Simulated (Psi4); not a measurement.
# SnH3Cl (SMILES [Cl][SnH3]): CCSD(T)/def2-SVP (core potential)

Aim: the vertical singlet–triplet gap of SnH3Cl at CCSD(T)/def2-SVP (core potential), from 2 runs. 

Program for the calculation: Psi4 1.11.

12 further runs of the same task are left out: 12 that didn't finish.

## 1. The structure to begin with

SnH3Cl: 5 atoms, total charge 0, spin state singlet. As SMILES, `[Cl][SnH3]`. The coordinates come from a PBE0-D4/def2-TZVP relaxation.

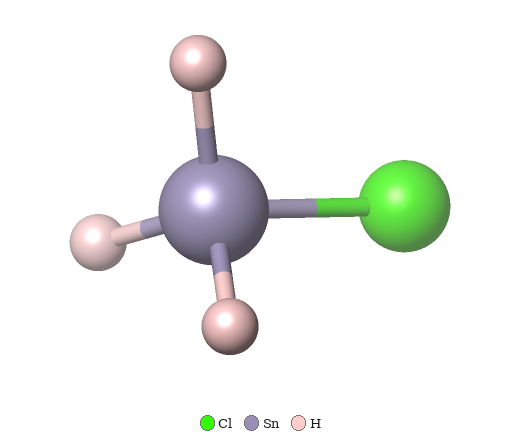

Viewed from a chosen angle; chlorine green, tin purple, hydrogen pink.

## 2. The energy at CCSD(T)/def2-SVP (core potential)

calc.dat

```
memory 1600 MB

molecule {
  0 1
  Cl
  Sn 1 2.333742
  H 2 1.700008 1 106.05414
  H 2 1.700058 3 112.6596 1 115.59198
  H 2 1.699993 3 112.66156 4 128.81151
  symmetry c1
  no_reorient
  no_com
}

set basis def2-SVP
set reference rhf
set puream true
set e_convergence 1e-09
set d_convergence 1e-08
set scf_type pk
set num_frozen_docc 9

energy("ccsd(t)")
```

On the command line:

```console
$ psi4 -i calc.dat -o calc.out -n 1
```

calc.out:

```text
[...]
    !!!  WARNING: ECP capability is in beta. Please check occupations closely.  !!!
[...]
  Running in c1 symmetry.
[...]
  Nuclear repulsion =  114.226510920853656
[...]
  Multiplicity = 1
[...]
  Nalpha       = 21
  Nbeta        = 21
[...]
    Number of basis functions: 59
[...]
   @RHF iter   1:  -674.44833091652993   -1.83467e+00   3.17534e-03 ADIIS/DIIS
[...]
   @RHF iter  10:  -674.46578692111473   -2.38742e-12   4.75625e-09 DIIS
[...]
    Orbital Energies [Eh]
    ---------------------
    Doubly Occupied:
       1A   -104.764195     2A    -10.526842     3A     -8.001388
       4A     -7.998880     5A     -7.998880     6A     -5.899151
       7A     -4.091352     8A     -4.086875     9A     -4.086875
      10A     -1.362952    11A     -1.356671    12A     -1.356671
      13A     -1.350310    14A     -1.350310    15A     -1.050389
      16A     -0.685492    17A     -0.488906    18A     -0.488900
      19A     -0.476954    20A     -0.429187    21A     -0.429184
[...]
  @RHF Final Energy:  -674.46578692111473
   => Energetics <=
    Nuclear Repulsion Energy =            114.2265109208536558
    One-Electron Energy =               -1240.8238643379697805
    Two-Electron Energy =                 452.1315664960014828
    Total Energy =                       -674.4657869211147272
[...]
 Multipole Moments:
 ------------------------------------------------------------------------------------
     Multipole            Electronic (a.u.)      Nuclear  (a.u.)        Total (a.u.)
 ------------------------------------------------------------------------------------
 L = 1.  Multiply by 2.5417464519 to convert [e a0] to [Debye]
 Dipole X            :          0.0002588           -0.0001769            0.0000819
 Dipole Y            :          0.0000332           -0.0000261            0.0000071
 Dipole Z            :         33.0897781          -31.9996091            1.0901690
 Magnitude           :                                                    1.0901690
[...]
      * MP2 total energy                      = -674.715982314070402
[...]
      * CCSD total energy                     = -674.750309633013671
[...]
      * CCSD(T) total energy                  = -674.756224463236094
[...]
```

Wall time 5.4 s (1 thread of AMD EPYC 9R45 (Zen 5), shared host); peak memory 0.25 GiB.

## 3. The triplet, same level

input.json

```json
{
  "schema_name": "qcschema_input",
  "schema_version": 1,
  "molecule": {
    "schema_name": "qcschema_molecule",
    "schema_version": 2,
    "symbols": ["Cl", "Sn", "H", "H", "H"],
    "geometry": [-3.47596223, 0.62814496, 1.94622894, 0.31917474, -0.08409281, -0.1842483, -0.227712, 0.68578161, -3.25486428, 0.98775985, -3.201574, 0.20994857, 2.49103698, 1.83284537, 1.20451143],
    "molecular_charge": 0,
    "molecular_multiplicity": 3,
    "fix_symmetry": "c1",
    "fix_com": true,
    "fix_orientation": true
  },
  "driver": "energy",
  "model": {
    "method": "ccsd(t)",
    "basis": "def2-SVP"
  },
  "keywords": {
    "reference": "uhf",
    "puream": true,
    "e_convergence": 1e-09,
    "d_convergence": 1e-08,
    "scf_type": "pk",
    "num_frozen_docc": 9,
    "maxiter": 200
  }
}
```

On the command line:

```console
$ psi4 --qcschema input.json -n 1 --memory 1600MB
```

stdout:

```text
[...]
    !!!  WARNING: ECP capability is in beta. Please check occupations closely.  !!!
[...]
  Running in c1 symmetry.
[...]
  Nuclear repulsion =  114.226497034569746
[...]
  Multiplicity = 3
[...]
  Nalpha       = 22
  Nbeta        = 20
[...]
    Number of basis functions: 59
[...]
   @UHF iter   1:  -674.14549794913535   -1.50466e+00   3.79175e-03 DIIS/ADIIS
[...]
   @UHF iter  59:  -674.18886062887373   -2.50111e-12   6.18487e-09 DIIS
[...]
   @S^2 Observed:                2.011201828E+00
[...]
    Orbital Energies [Eh]
    ---------------------
    Alpha Occupied:
       1A   -104.766352     2A    -10.529121     3A     -8.005206
       4A     -8.001538     5A     -8.000384     6A     -5.898641
       7A     -4.093357     8A     -4.082402     9A     -4.077927
      10A     -1.367883    11A     -1.358307    12A     -1.353001
      13A     -1.345738    14A     -1.345169    15A     -1.058497
      16A     -0.771638    17A     -0.601421    18A     -0.502814
      19A     -0.492893    20A     -0.451092    21A     -0.435651
      22A     -0.164204
    Alpha Virtual:
      23A      0.069981    24A      0.120578    25A      0.141693
[...]
  @UHF Final Energy:  -674.18886062887373
   => Energetics <=
    Nuclear Repulsion Energy =            114.2264970345697463
    One-Electron Energy =               -1240.5218482897871581
    Two-Electron Energy =                 452.1064906263437138
    Total Energy =                       -674.1888606288737265
  UHF NO Occupations:
  HONO-2 :   20  A 1.9976422
  HONO-1 :   21  A 1.0000000
[...]
 Multipole Moments:
 ------------------------------------------------------------------------------------
     Multipole            Electronic (a.u.)      Nuclear  (a.u.)        Total (a.u.)
 ------------------------------------------------------------------------------------
 L = 1.  Multiply by 2.5417464519 to convert [e a0] to [Debye]
 Dipole X            :         49.5629087          -48.8184288            0.7444799
 Dipole Y            :         -8.1776608            8.1454755           -0.0321853
 Dipole Z            :        -28.1542118           27.1920251           -0.9621867
 Magnitude           :                                                    1.2170002
[...]
      * MP2 total energy                      = -674.432452553413214
[...]
      * CCSD total energy                     = -674.467717883906403
[...]
      * CCSD(T) total energy                     = -674.477036940853736
[...]
```

The result, in JSON:

```text
{
 "driver": "energy",
 "model": {
  "method": "ccsd(t)",
  "basis": "def2-SVP"
 },
 "success": true,
 "return_result": -674.4770369408537,
 "properties": {
  "calcinfo_nbasis": 59,
  "calcinfo_nmo": 59,
  "calcinfo_nalpha": 22,
  "calcinfo_nbeta": 20,
  "calcinfo_natom": 5,
  "nuclear_repulsion_energy": 114.22649703456975,
  "return_energy": -674.4770369408537,
  "scf_one_electron_energy": -1240.5218482897872,
  "scf_two_electron_energy": 452.1064906263437,
  "scf_dipole_moment": [0.7444798613319819, -0.03218528228889461, -0.9621867254864966],
  "scf_total_energy": -674.1888606288737,
  "scf_iterations": 59,
  "mp2_same_spin_correlation_energy": -0.06142194487053829,
  "mp2_opposite_spin_correlation_energy": -0.18216997966530157,
  "mp2_singles_energy": -8.403205341883232e-28,
  "mp2_doubles_energy": -0.24359192453583986,
  "mp2_correlation_energy": -0.24359192453583986,
  "mp2_total_energy": -674.4324525534132,
  "ccsd_same_spin_correlation_energy": -0.06121908238952452,
  "ccsd_opposite_spin_correlation_energy": -0.21763817263951693,
  "ccsd_singles_energy": -2.5134338701756653e-16,
  "ccsd_doubles_energy": -0.27885725502904146,
  "ccsd_correlation_energy": -0.2788572550290417,
  "ccsd_total_energy": -674.4677178839064,
  "ccsd_iterations": 51,
  "ccsd_prt_pr_correlation_energy": -0.2881763119763364,
  "ccsd_prt_pr_total_energy": -674.4770369408537
 }
}
```

It took 24 s on 1 thread of AMD EPYC 9R45 (Zen 5), shared host; peak memory 0.25 GiB.

## 4. What came out

Level: CCSD(T)/def2-SVP (core potential), 9 core orbitals frozen.

| quantity | value |
| --- | --- |
| singlet: total energy | -674.75622 Eh |
| singlet: HOMO energy (Hartree–Fock orbitals) | -11.68 eV |
| singlet: LUMO energy (Hartree–Fock orbitals) | 2.42 eV |
| singlet: HOMO–LUMO gap (Hartree–Fock orbitals) | 14.09 eV |
| singlet: correlation energy (9 core orbitals frozen) | -290.4 mEh |
| singlet: (T) correction | -5.91 mEh |
| singlet: T1 diagnostic | 0.008 |
| triplet: total energy | -674.47704 Eh |
| triplet: HOMO energy (Hartree–Fock orbitals) (highest over α and β) | -4.47 eV |
| triplet: LUMO energy (Hartree–Fock orbitals) (lowest over α and β) | -2.83 eV |
| triplet: correlation energy (9 core orbitals frozen) | -288.2 mEh |
| triplet: (T) correction | -9.32 mEh |
| triplet: ⟨S²⟩ of the reference determinant | 2.011 |
| triplet: T1 diagnostic | 0.088 |
| vertical energy of the triplet above the singlet | 7.597 eV |

**Reading.** At this shape the triplet lies 7.60 eV (175 kcal/mol) above the singlet. The triples (singlet) make up 2.0 % of the correlation energy. The T1 diagnostic (triplet) of 0.088 is above the customary mark for such species, so a single reference may not serve. The triples (triplet) make up 3.2 % of the correlation energy.
